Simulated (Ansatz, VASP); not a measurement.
# TiAs in two plane-wave programs

One calculation is typed for both programs; each brings its own data sets and cutoff. How far apart do they land?

Program: Ansatz 0.2.0. Level of theory: plane waves, with VASP 6.6.1 beside it; relaxation of cell and atoms at LDA. Results are calculated unless marked as measured.

The database entry behind the starting cell differs from later determinations by our own check (an axis about 2.0 % long against later determinations), so it need not match the best structure at ambient conditions.

### 1. The starting structure

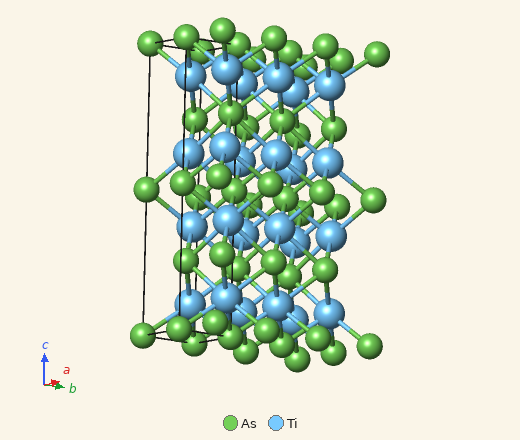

The cell as given, from a free direction (arsenic green, titanium blue). 2×3×1 cells are drawn. Bonds to atoms that aren't drawn are left out. Some periodic images of atoms are drawn too.

### 2. Ansatz: relaxation of cell and atoms, LDA

Ansatz runs on its default PAW (the set named soft_2) files.

The relaxed volume is the usual yardstick between codes: its relative difference is about their pressure difference at one cell divided by the bulk modulus.

Input file input.yaml:

```yaml
crystal:
  lattice:
    - [3.5670068903, 0.0, 0.0]
    - [-1.7835034451, 3.0891185824, 0.0]
    - [0.0, 0.0, 11.8722104185]
  atoms:
    - { symbol: As, position: [0.6666666667, 0.3333333333, 0.25] }
    - { symbol: As, position: [0.3333333333, 0.6666666667, 0.75] }
    - { symbol: As, position: [0.0, 0.0, 0.5] }
    - { symbol: As, position: [0.0, 0.0, 0.0] }
    - { symbol: Ti, position: [0.6666666667, 0.3333333333, 0.8828775279] }
    - { symbol: Ti, position: [0.3333333333, 0.6666666667, 0.3828775279] }
    - { symbol: Ti, position: [0.6666666667, 0.3333333333, 0.6171224721] }
    - { symbol: Ti, position: [0.3333333333, 0.6666666667, 0.1171224721] }
hamiltonian:
  xc: lda
  pseudopotentials: { kind: paw }
kpoints:
  mp_grid: { grid: [11, 11, 3] }
scf:
  occupations: { method: methfessel_paxton, width: 0.2 }
relax:
  f_tol: 0.01
  max_steps: 60
  cell: { stress_tol: 0.05 }
output:
  forces: true
  stress: true
  write_density: true
  write_potential: true
  elf: true
  volumetric_format: npy
```

Command:

```sh
ansatz run input.yaml --threads 4 --pin off --max-ram 9216MiB --backend cpu --events-out ev --progress --plain --runs-dir out
```

Numbers of over 12 decimals in the logs are rounded to 6 here.

The log of the run:

```text
Engine: ansatz 0.2.0, aarch64-unknown-linux-gnu
Pseudopotentials: kind: paw
Pseudopotential: As, paw, valence charge 15, recommended cutoff 420 eV (normal), As.paw.azcp
Pseudopotential: Ti, paw, valence charge 12, recommended cutoff 420 eV (normal), Ti.paw.azcp
Functional definition: SPW92
  exchange = slater_x
  correlation = pw_c
Crystal: 8 atoms, lattice volume = 130.819 Å³
Basis set: ecut = 420 eV, 2541 PW (Γ)
Bands: 65, of which v1, the nominal top of the filled ones, is band 54 counted from 1 (53 counted from 0)
Symmetry: 24 space group operations
Space group: P63/mmc (ITA 194), of the structure as read, at distance tolerance 5.1e-5 Å
k-points: 32 of 363
Non-local potential: As, projectors of the file, l = 0: 2, l = 1: 2, l = 2: 3, l = 3: 1
Non-local potential: Ti, projectors of the file, l = 0: 3, l = 1: 2, l = 2: 3, l = 3: 1
PAW form: soft (Blöchl's): semilocal exchange-correlation on the pseudo side does not see the compensation charge
PAW frozen core: As, regenerated for the run's functional, and the local potential with it (the file was generated under x = pbe(κ = 0.804, μ = 0.219515), c = pbe(β = 0.066725))
PAW frozen core: Ti, regenerated for the run's functional, and the local potential with it (the file was generated under x = pbe(κ = 0.804, μ = 0.219515), c = pbe(β = 0.066725))
PAW one-centre angular grid: As, 590 points (default); XC on 64 Gauss nodes
PAW one-centre angular grid: Ti, 590 points (default); XC on 64 Gauss nodes
Initial density: superposition of atomic densities (neutral atoms: chi_scale 0, normalization atom), corrected by the library's trained network
Initial wavefunctions: pseudopotential atomic-orbital guess
Functional: x = slater, c = lda
SCF iter   1: F=—  HF=-28904.152596 eV  |F-HF|=—  |Δ(HF+E_count)|=         —  Δρ=6.36e-3  dr2=3.26e-2  ethr=1.77e-3  ⟨swp⟩=5.2  Hψ=7024  notcnv=0
preconditioner: auto → Kerker (q_TF=auto, 2.643 Å⁻¹)  [metal: Δε(μ)=0.008 eV  Ē_g=6.250 eV  σ=0.200 eV  W_gap=0.03  n_scr=50 (ndim 8)  ℏωp=19.5 eV  f_vac=0.000  D(μ)=2.51/eV (n_scr^D=6)]
SCF iter   2: F=—  HF=-28904.143803 eV  |F-HF|=—  |Δ(HF+E_count)|=   8.79e-3  S|Δr|=    0.00e0  Δρ=3.02e-3  dr2=6.59e-3  ethr=3.02e-5  ⟨swp⟩=2.0  Hψ=2512  notcnv=0
SCF iter   3: F=—  HF=-28904.142826 eV  |F-HF|=—  |Δ(HF+E_count)|=   9.77e-4  S|Δr|=    0.00e0  Δρ=8.45e-4  dr2=7.79e-4  ethr=6.10e-6  ⟨swp⟩=2.0  Hψ=2452  notcnv=0
SCF iter   4: F=—  HF=-28904.142673 eV  |F-HF|=—  |Δ(HF+E_count)|=   1.53e-4  S|Δr|=    0.00e0  Δρ=1.39e-4  dr2=3.57e-5  ethr=7.21e-7  ⟨swp⟩=2.0  Hψ=2456  notcnv=0
SCF iter   5: F=—  HF=-28904.142647 eV  |F-HF|=—  |Δ(HF+E_count)|=   2.62e-5  S|Δr|=    0.00e0  Δρ=5.73e-5  dr2=5.73e-6  ethr=3.31e-8  ⟨swp⟩=2.0  Hψ=3609  notcnv=0
SCF iter   6: F=—  HF=-28904.142641 eV  |F-HF|=—  |Δ(HF+E_count)|=   5.79e-6  S|Δr|=    0.00e0  Δρ=2.97e-5  dr2=1.16e-6  ethr=5.31e-9  ⟨swp⟩=2.0  Hψ=3600  notcnv=0
SCF iter   7: F=-28904.142641 eV  HF=-28904.142641 eV  |F-HF|=1.46e-8  |Δ(HF+E_count)|=   2.52e-9  S|Δr|=    0.00e0  Δρ=4.44e-6  dr2=3.38e-8  ethr=9.26e-11  ⟨swp⟩=5.7  Hψ=11889  notcnv=0
SCF 1 converged in 7 iterations: F = -28904.142641 eV  dr2 = 3.38e-8
  greatest PAW one-centre occupation: 0.999 electrons in one spin orbital (limit 2), on the As atom at site 3 (counted from 0), in its partial waves of l = 2
relax step   1: F+E_penalty+E_count = -28904.14264072 eV  Δ(F+E_penalty+E_count) = +0.000e0 eV  max|allowed force component| = 2.221e-2 eV/Å  Δτ_max = 0.0000 Å  P = -0.308 GPa  Ω = 130.819 Å³  (7 SCF iters, dr2 threshold 1.00e-7 eV, accepted)
[...]
relax step   2: F+E_penalty+E_count = -28904.14306637 eV  Δ(F+E_penalty+E_count) = -4.256e-4 eV  max|allowed force component| = 3.188e-3 eV/Å  Δτ_max = 0.0014 Å  P = +0.055 GPa  Ω = 130.495 Å³  energy of the carried Pulay correction = +8.828e-5 eV  (5 SCF iters, dr2 threshold 4.07e-7 eV, accepted)
[...]
relax step   3: F+E_penalty+E_count = -28904.14309872 eV  Δ(F+E_penalty+E_count) = -3.235e-5 eV  max|allowed force component| = 6.242e-4 eV/Å  Δτ_max = 0.0001 Å  P = +0.001 GPa  Ω = 130.539 Å³  energy of the carried Pulay correction = +7.652e-5 eV  (4 SCF iters, dr2 threshold 4.87e-8 eV, accepted)
[...]
relax step   4: F+E_penalty+E_count = -28904.14302273 eV  Δ(F+E_penalty+E_count) = +7.599e-5 eV  max|allowed force component| = 7.098e-4 eV/Å  Δτ_max = 0.0000 Å  P = -0.000 GPa  Ω = 130.539 Å³  stress off target by 2.48e-3 GPa  SCF on the basis re-selected at this cell (its energy is not comparable with the rows above)  (6 SCF iters)
basis re-selected at this cell: Δ(F+E_penalty+E_count) = +7.599e-5 eV, ΔP = -0.001 GPa vs the last step (what re-selecting the basis moved, of the pressure what is left beyond the Pulay correction that the steps carried, after the strain that the cell walked since its last selection, with what the two solves' SCF thresholds leave and, on support functions, any second-order correction that the steps lacked; it is no m [...]
SCF converged after 6 iterations
Stability not checked: this state was not tested for a lower state beside it, because cold or Methfessel-Paxton smearing, or corrected tetrahedra, fill the levels in a way that the test cannot read (fill_not_monotonic; see scf.lower_state_search)
Free energy (F): -28904.143023 eV
Harris-Foulkes:  -28904.143023 eV  (|F-HF|=3.64e-12)
Internal energy: -28904.154350 eV  (E = F + TS)
E sigma→0 (E₀):  -28904.145855 eV
Entropy (-TS):   0.011327 eV (1.416 meV/atom)
Fermi energy:    14.367888 eV
--- Per-component energies (eV) ---
  E_band       = -1297.510896
  E_kinetic    = 1523.022929
  E_local      = -8993.652112  (includes V_loc(G=0)·N_el)
  E_nonlocal   = -2611.292413
  E_hartree    = 4693.101634
  E_xc         = -713.177993
  E_vxc        = -818.925560  (∫ρ·V_xc dr)
  E_paw        = -11013.595489  (= ΣΔE_a)
  E_vpaw       = 217.132672  (= ΣTr[D̂ρ^β])
  E_aug_tail   = 0.000434  (compensation charges beyond the density's cutoff)
  E_ewald      = -11798.166063
  E_core_change = 9.604722  (= ΣΔE_core)
  E_smearing   = 0.011327  (= −TS)
  E_closure    = 0.000000  (closes the sum)
  Σ components = -28904.143023   (vs F -28904.143023, Δ=0.00e0)
--- Forces (eV/Å), atoms counted from 1 ---
  atom   1  As     0.00000000     0.00000000    -0.00000000
  atom   2  As    -0.00000000    -0.00000000     0.00000000
  atom   3  As    -0.00000000     0.00000000     0.00000000
  atom   4  As     0.00000000     0.00000000     0.00000000
  atom   5  Ti     0.00000000     0.00000000    -0.00070983
  atom   6  Ti    -0.00000000    -0.00000000    -0.00070983
  atom   7  Ti     0.00000000     0.00000000     0.00070983
  atom   8  Ti    -0.00000000    -0.00000000     0.00070983
  max |Σ_I F_I| component: 9.25e-18 eV/Å
--- Stress (GPa, compression-positive) ---
        0.000860       0.000000      -0.000000
        0.000000       0.000860      -0.000000
       -0.000000      -0.000000      -0.002480
  P = ⅓ Tr σ = -0.0003 GPa (-0.003 kbar)
--- Band table (eV; the first three rows and the last of 32) ---
  k-point 0: bands = [... 50 lower, 14.0658, 14.0658, 14.1748, 14.1748, 14.7951, 14.7951, 14.8942, 14.8942, ... 7 higher]
  k-point 1: bands = [... 50 lower, 13.7696, 13.7696, 14.1386, 14.1386, 14.3596, 14.3596, 15.0788, 15.2149, ... 7 higher]
  k-point 2: bands = [... 50 lower, 13.6275, 13.7072, 13.7647, 14.2681, 14.4311, 14.7583, 14.8287, 14.8676, ... 7 higher]
  k-point 31: bands = [... 50 lower, 11.5243, 11.5660, 14.3721, 14.6103, 14.9715, 15.1439, 15.2194, 15.3911, ... 7 higher]
--- Relaxed structure (3 steps of the walk, 3 accepted, 1 SCFs on fresh bases) ---
  F+E_penalty+E_count = -28904.14302273 eV   max|allowed force component| = 7.098e-4 eV/Å   (the final SCF, on the basis selected at the relaxed cell)
  cell:  # Å, volume = 130.5385 Å³
    - [3.565814, -2.8857913540907143e-11, 0.0]
    - [-1.782907, 3.088086, 0.0]
    - [0.0, 0.0, 11.854700]
  atoms:
    - { symbol: As, position: [0.666667, 0.333333, 0.250000] }
    - { symbol: As, position: [0.333333, 0.666667, 0.750000] }
    - { symbol: As, position: [0, 0, 0.500000] }
    - { symbol: As, position: [0, 0, 0] }
    - { symbol: Ti, position: [0.666667, 0.333333, 0.883006] }
    - { symbol: Ti, position: [0.333333, 0.666667, 0.383006] }
    - { symbol: Ti, position: [0.666667, 0.333333, 0.616994] }
    - { symbol: Ti, position: [0.333333, 0.666667, 0.116994] }
```

The job ended after 16 s (4 threads of Arm Neoverse V1, shared host; peak memory 0.64 GiB; 59 s of CPU time).

(Part 1 of 2 ends here.)

[Lines on the potential files, build, host, timing and source positions are cut from VASP's logs without a mark.]

[Logs are printed without paths, hosts, clocks, repeated set-up lines and the standing remarks that a program may print on its own settings, such as how far it seeks lower states.]

[Hosts, paths, dates, database ids (printed as entryN), source tags and the programs' standing remarks are cut or masked in the printed files.]
